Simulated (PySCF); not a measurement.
# C$_{4}$H$_{6}$Br$_{2}$Ge (SMILES C=[CH][Ge]([Br])([Br])[CH]=C): what the fields show

```xyz
13

Ge   -0.4644   -0.3430   -0.4493
C    -0.7636   -0.5647    1.4420
C    -1.4951    0.2645    2.1877
H    -0.3065   -1.4558    1.8902
H    -1.9746    1.1519    1.7605
H    -1.6481    0.0860    3.2576
C     1.3767   -0.3328   -1.0193
C     1.9436    0.6790   -1.6781
H     1.9568   -1.2320   -0.7770
H     1.3810    1.5806   -1.9434
H     2.9946    0.6437   -1.9836
Br   -1.4799    1.6066   -1.1732
Br   -1.4898   -2.1360   -1.4920
```

Geometry: PBE0-D3(BJ)/def2-SVP.

All numbers below come from wB97X-D/def2-SVPD, SCF density, gas phase in PySCF 2.14.0.

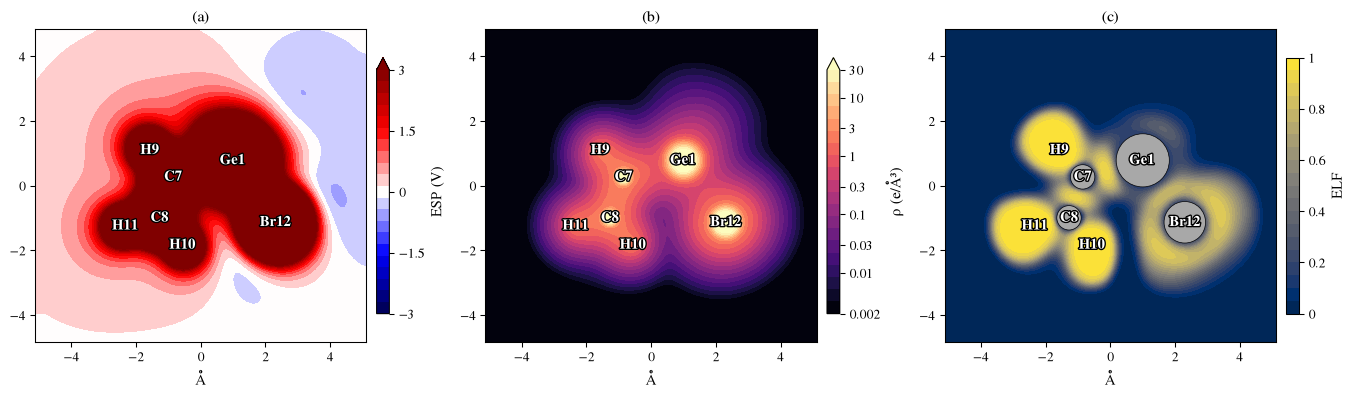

Figure 1. (a) molecular electrostatic potential; (b) total electron density; (c) electron localisation function on the plane of atoms C7, Ge1 and Br12. Grey discs cover the atomic cores in the ELF map.

### Describe what can be read from this map.

- The plane passes through Ge, C, H and Br nuclei.
- C–C (1.33 Å): ρ at the midpoint is about 2.3 e/Å³; the ELF peaks at about 0.90 between the atoms: a multiple bond.
- C–Ge (1.93 Å): the density is about 0.94 e/Å³ at the midpoint; the ELF peaks at about 0.95 in the valence shell of C, 0.7 Å from its nucleus, and is about 0.75 at the midpoint.
- Ge–Br (2.31 Å): the density is about 0.66 e/Å³ at the midpoint; the ELF peaks at about 0.80 in the valence shell of Br, 1.0 Å from its nucleus, and is about 0.75 at the midpoint.
- C–H (1.10 Å): the density is about 2 e/Å³ at the midpoint; the ELF climbs to about 1 towards the hydrogen, as it does in any bond to H (a covalent bond by its length).
- The ELF also peaks beside Br12, away from the bonds: lone-pair regions.
- Outside the dense part of the molecule the potential is most negative (−0.5 V) near Br12.

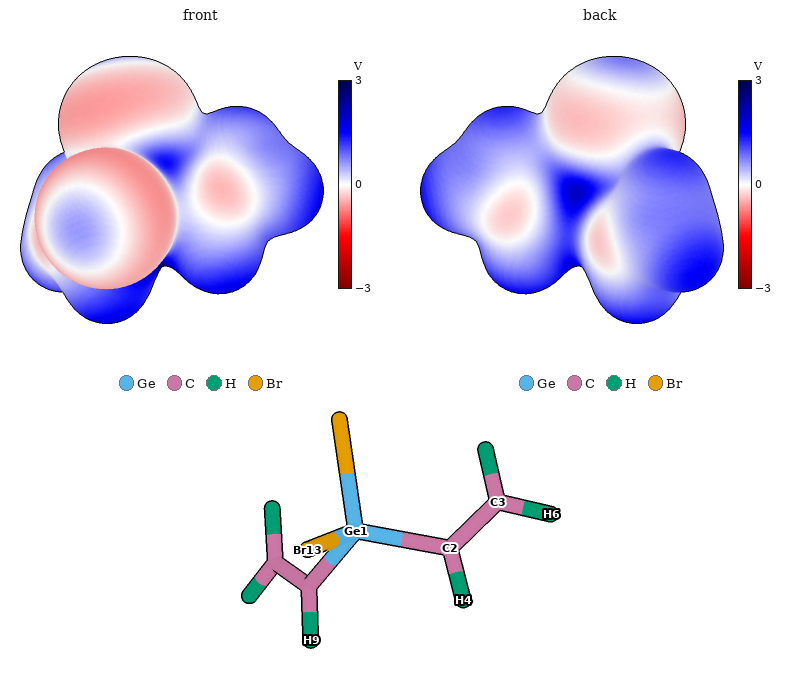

Figure 2. The molecular electrostatic potential painted on the density surface at 0.004 e/bohr³, seen from the front and from behind; the colour scale runs from red (negative) to blue (positive). The bare structure is drawn below in the same view.

### Which sites attract a positive test charge, and which a negative one?

A positive charge is drawn to the negative regions and a negative charge to the positive ones. The most negative region (about −0.6 V, or −14 kcal/mol for a unit charge) lies over Br13, the most positive (about +2.3 V, or +53 kcal/mol for a unit charge) over Ge1. Br12 shows a σ-hole: about +0.7 V, or +16 kcal/mol for a unit charge at the tip opposite its bond, against about −0.3 V on its flanks. Br13 shows a σ-hole: about +0.6 V, or +14 kcal/mol for a unit charge at the tip opposite its bond, against about −0.6 V, or −14 kcal/mol for a unit charge on its flanks.
